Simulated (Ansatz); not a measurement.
# Frequency calculation, with input and output: CH$_{2}$FNOSn

- system: CH$_{2}$FNOSn, SMILES O=C=[N][SnH2][F]
- method: HF/3-21G, RHF (Ansatz 0.2.0)

The geometry was optimised with HF/3-21G. Figures and captions count atoms from 1; the log counts them from 0 in places.

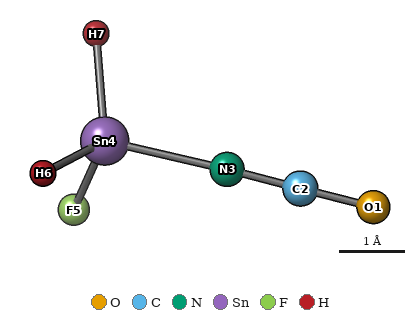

Fig. 1: The structure as given in the input (ball-and-stick view, seen at a tilt; atoms are numbered from 1 in the order of the input). Sticks mark near contacts. Bond lengths as drawn: C–N 1.18 Å, C–O 1.17 Å, F–Sn 1.89 Å, H–Sn 1.72 Å and N–Sn 1.97 Å.

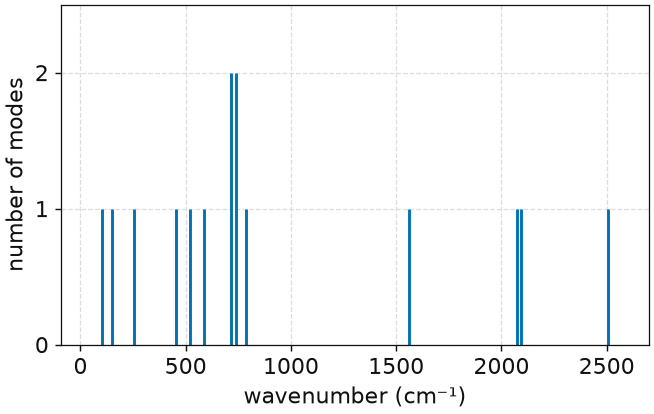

Fig. 2: Harmonic vibrational wavenumbers from the force constants; neighbouring modes closer than 11 cm⁻¹ are counted in one stick. 15 modes from 102 to 2507 cm⁻¹, none imaginary.

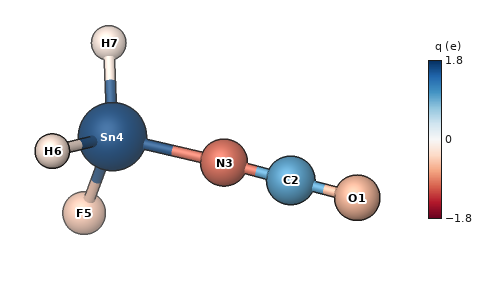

Fig. 3: Mulliken charges, as the colour of each atom (ball-and-stick view, seen at a tilt; atoms are numbered from 1 in the order of the input; Mulliken charges depend strongly on the basis). By element: O −0.60, C +1.01, N −1.04, Sn +1.68, F −0.55 and H −0.25 e.

The input and output of the run follow.

Input file
```yaml
crystal:
  periodic: [false, false, false]
  atoms:
    - {symbol: O, position_ang: [-0.244153, -3.158423, -0.515895]}
    - {symbol: C, position_ang: [-0.131519, -2.011602, -0.300827]}
    - {symbol: "N", position_ang: [-0.011576, -0.861110, -0.075100]}
    - {symbol: Sn, position_ang: [0.139305, 1.074293, 0.231175]}
    - {symbol: F, position_ang: [-0.861008, 1.857034, -1.167420]}
    - {symbol: H, position_ang: [-0.611920, 1.477152, 1.725763]}
    - {symbol: H, position_ang: [1.782271, 1.554557, 0.056704]}
basis:
  gaussian:
    orbitals: 3-21G.json
total_charge: 0
hamiltonian:
  xc: hf
phonons:
  temperatures: {t_min: 298.15, t_max: 298.15, t_step: 1}
```

Run as:
```bash
ansatz run run.yaml --threads 1 --pin off --max-ram 3480MiB --events-out events.jsonl --progress --plain --runs-dir runs
```

Output
```
Functional definition: HF
  name "HF"
  exchange = exact_x
  correlation = 0
967 factors; integrals over basis functions are off by at most 1.3e-4 eV
mean field evaluation 1: about -170422.9529 eV, gradient 4.3e1 eV
mean field evaluation 2: about -170423.1271 eV, gradient 4.3e1 eV
mean field evaluation 4: about -170426.4668 eV, gradient 2.7e0 eV
mean field evaluation 8: about -170426.5006 eV, gradient 4.1e-1 eV
mean field -170426.50114926 eV, -6263.0583980037 hartree, gradient 5.0e-5 eV, S^2 0.000000; 0 other end points of the search recorded, 0 dependent functions left out
the calculation of the forces begins
reference -170426.50114926 eV, -6263.0583980037 hartree; 41, 41 occupied and 32, 32 virtual orbitals, 967 factors
these checks for a lower state are left out or cut short: stability, starts, cluster_reference, orbital_swaps, neighbouring_geometries, increment
967 factors; integrals over basis functions are off by at most 1.3e-4 eV
mean field evaluation 16: about -170426.4986 eV, gradient 1.1e0 eV
mean field -170426.50113386 eV, -6263.0583974377 hartree, gradient 3.5e-6 eV, S^2 0.000000; 0 other end points of the search recorded, 0 dependent functions left out
[... from here on the field's lines of each further geometry are left out, up to the last ...]
the calculation of the forces begins
reference -170426.50114398 eV, -6263.0583978099 hartree; 41, 41 occupied and 32, 32 virtual orbitals, 967 factors
these checks for a lower state are left out or cut short: stability, starts, cluster_reference, orbital_swaps, neighbouring_geometries, increment
967 factors; integrals over basis functions are off by at most 1.3e-4 eV
mean field evaluation 384: about -170426.2568 eV, gradient 2.1e-3 eV
mean field -170426.50114374 eV, -6263.0583978009 hartree, gradient 3.5e-6 eV, S^2 0.000000; 0 other end points of the search recorded, 0 dependent functions left out
the calculation of the forces begins
reference -170426.50114374 eV, -6263.0583978009 hartree; 41, 41 occupied and 32, 32 virtual orbitals, 967 factors
Total energy: -170426.50114926 eV, -6263.0583980037 hartree
Atom 0 at    -0.244153    -3.158423    -0.515895 Å, force    -0.000065    -0.000174    -0.000044 eV/Å
Atom 1 at    -0.131519    -2.011602    -0.300827 Å, force    -0.000096     0.000133    -0.000004 eV/Å
Atom 2 at    -0.011576    -0.861110    -0.075100 Å, force     0.000059     0.000365    -0.000130 eV/Å
Atom 3 at     0.139305     1.074293     0.231175 Å, force     0.000746    -0.000514     0.001115 eV/Å
Atom 4 at    -0.861008     1.857034    -1.167420 Å, force    -0.000448     0.000090    -0.000636 eV/Å
Atom 5 at    -0.611920     1.477152     1.725763 Å, force     0.000161     0.000019    -0.000350 eV/Å
Atom 6 at     1.782271     1.554557     0.056704 Å, force    -0.000357     0.000080     0.000048 eV/Å
Dipole moment:     0.337060     0.489537     0.506299 e Å
Vibrations: 102.15 149.16 254.02 455.70 519.34 587.87 712.35 715.30 736.98 741.59 788.07 1562.13 2074.47 2092.14 2506.78 cm⁻¹, zero-point energy 0.867768 eV
```

Key numbers

| quantity | value |
| --- | --- |
| outcome | converged |
| total energy | −6263.058398 hartree |
| basis functions | 73 |
| largest force | 0.001 eV/Å |
| zero-point energy | 0.031890 hartree |
| dipole moment | 3.75 D |
| wavenumbers, lowest and highest | 102 and 2507 cm⁻¹ |
| hardware | 1 thread of Arm Neoverse N1, 112 GiB of memory available, shared host |
| wall time | 2.1 min |
| peak memory | 0.16 GiB |
